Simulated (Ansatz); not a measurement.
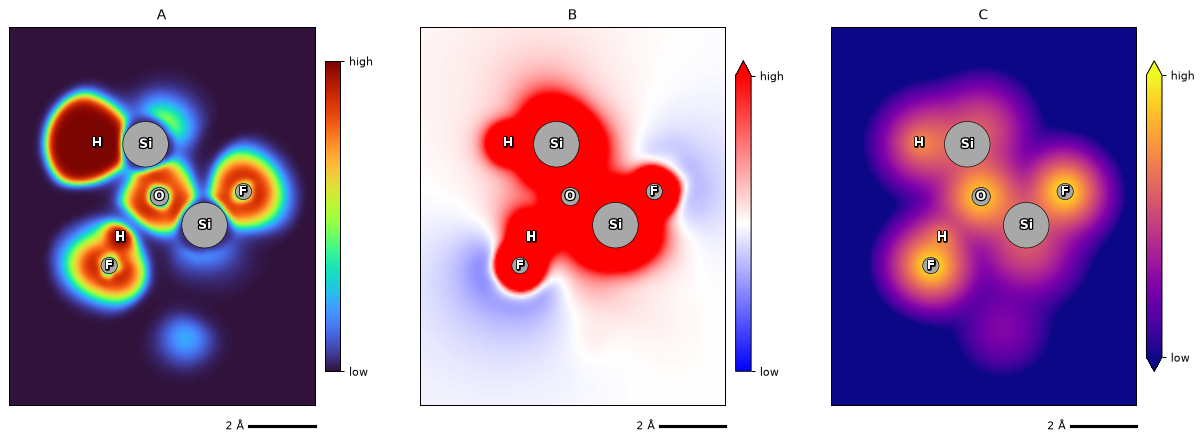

FH$_{9}$O$_{3}$Si$_{4}$···HF: 3 fields on the plane of atoms Si1, O2 and Si3, with unlabelled colour scales. Grey discs cover the atomic cores.

The reactant side of a reaction path; geometry: PBE0-D4/def2-TZVP.

Method: RKS PBE0-D4/def2-TZVPP in Ansatz.

```xyz
19

Si    0.7221    0.0174    0.7910
O     0.9525   -0.7884   -0.6179
Si    2.1830   -1.6303   -1.3542
O     0.4690    1.5662    0.4945
Si   -0.2764    2.7455   -0.3795
O    -0.4664   -0.6637    1.6112
Si   -2.0823   -0.9329    1.7829
F     2.0561   -0.1277    1.6238
H    -0.5758   -0.5677   -1.3867
F    -1.4538   -0.2595   -1.5128
H     2.5510   -2.7997   -0.5224
H     1.6534   -2.0682   -2.6655
H     3.3533   -0.7397   -1.5349
H     0.0041    2.5468   -1.8217
H    -1.7355    2.7133   -0.1259
H     0.2887    4.0402    0.0696
H    -2.4854   -2.0687    0.9214
H    -2.8394    0.2887    1.4206
H    -2.3180   -1.2716    3.2067
```

Match the panels to the quantities (electron density, electron localisation function and electrostatic potential).

Answer. Panel A: electron localisation function. Panel B: electrostatic potential (strongly positive close to the atoms, with negative regions outside electron-rich atoms). Panel C: electron density. From the grid: O2···H9 (1.72 Å): the density falls to about 0.28 e/Å³ on the way; the ELF dips to about 0.15 between them; by its geometry a hydrogen bond between the two molecules, with no shared pair. Si–F (1.58 Å): ρ at the midpoint is about 1.2 e/Å³; the ELF peaks at about 0.85 in the valence shell of F, 0.6 Å from its nucleus, and is about 0.50 at the midpoint.
